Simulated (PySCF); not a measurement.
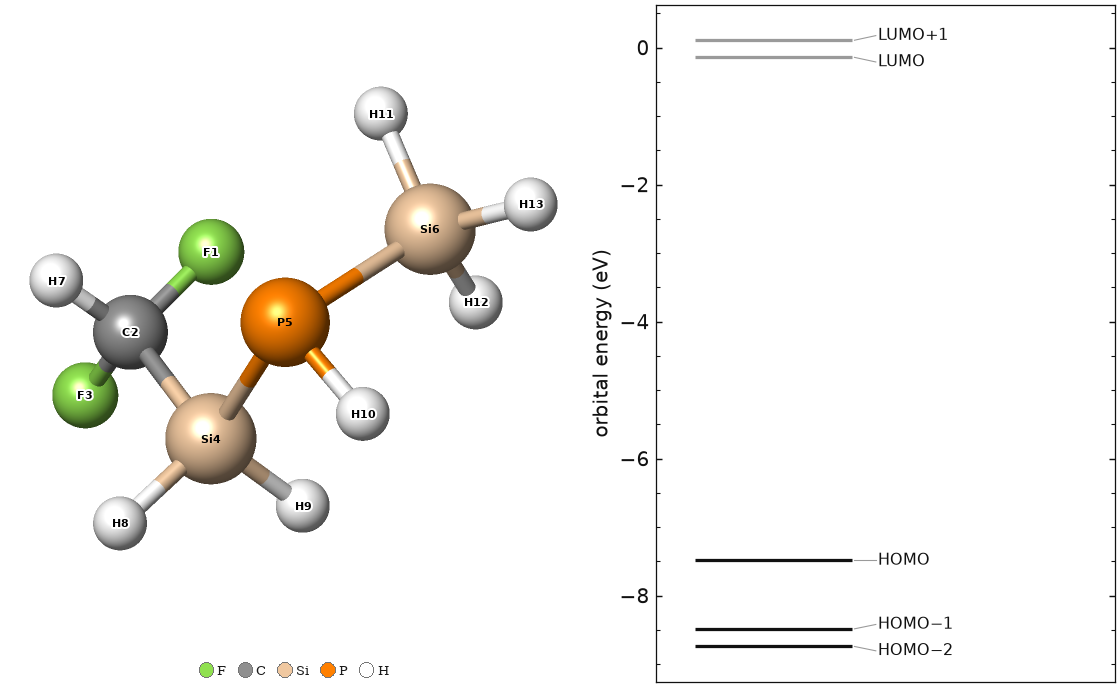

CH₇F₂PSi₂, SMILES FC(F)[SiH2]P[SiH3]. Kohn-Sham orbital energies near the frontier, PBE0/def2-SVPD (IEF-PCM acetonitrile) with PySCF 2.14.0, at a PBE0-D3(BJ)/def2-SVP geometry (no frequency check); empty levels in grey, levels within 0.03 eV side by side.

Question: Where do the frontier orbitals lie?

Answer: HOMO at −7.49 eV, LUMO at −0.14 eV, 7.35 eV apart.

Question: On which atoms do HOMO and LUMO mostly sit?

Answer: HOMO: P5 63 %, Si6 11 %, Si4 10 %. LUMO: P5 26 %, Si4 24 %, Si6 14 % (Löwdin shares).

Question: List the levels with the atoms that carry most of them (a dash for levels above zero or within 0.03 eV of another, where shares mean little).

Answer:
```tsv
orbital	energy (eV)	Löwdin shares
LUMO+1	0.11	–
LUMO	−0.14	P5 26 %, Si4 24 %, Si6 14 %
HOMO	−7.49	P5 63 %, Si6 11 %, Si4 10 %
HOMO−1	−8.49	P5 21 %, Si4 19 %, C2 15 %
HOMO−2	−8.74	P5 18 %, Si4 17 %, Si6 13 %
```

Known limits of this run: one conformer of a flexible molecule; empty levels above zero depend strongly on the basis.
